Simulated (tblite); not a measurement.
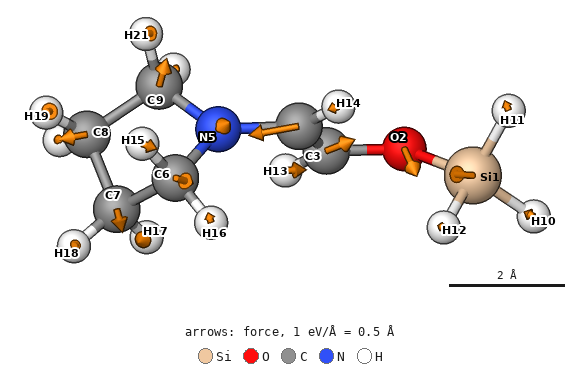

Starting geometry of C₆H₁₃NOSi with the computed forces as orange arrows. A ball-and-stick model, seen from a free direction.

Theory: tblite, GFN2-xTB geometry optimisation, gas phase. 

> What follows when this structure is relaxed?

It isn't relaxed: the largest force vector, on a C atom, is 1.83 eV/Å. The final displacements have little in common with the starting forces (cosine between the two patterns 0.14). The largest moves after the best rigid fit, 1.43 Å, are those of H atoms. Largest moves by element: H 1.43 Å, C 0.64 Å, O 0.43 Å, Si 0.17 Å, N 0.13 Å. Some distances before and after: O–Si 1.743 → 1.616 Å, C–N 1.424 → 1.374 Å, C–H 1.120 → 1.093 Å, C–O 1.382 → 1.362 Å. Among the angles between lasting bonds that change: O–C–H 122.7° → 112.0°, Si–O–C 123.8° → 133.6°, C–C–N 117.6° → 126.1°. Groups turn about C–O by about 40°, O–Si by about 40°. Over 188 geometry steps the energy falls by 29.6 kcal/mol.
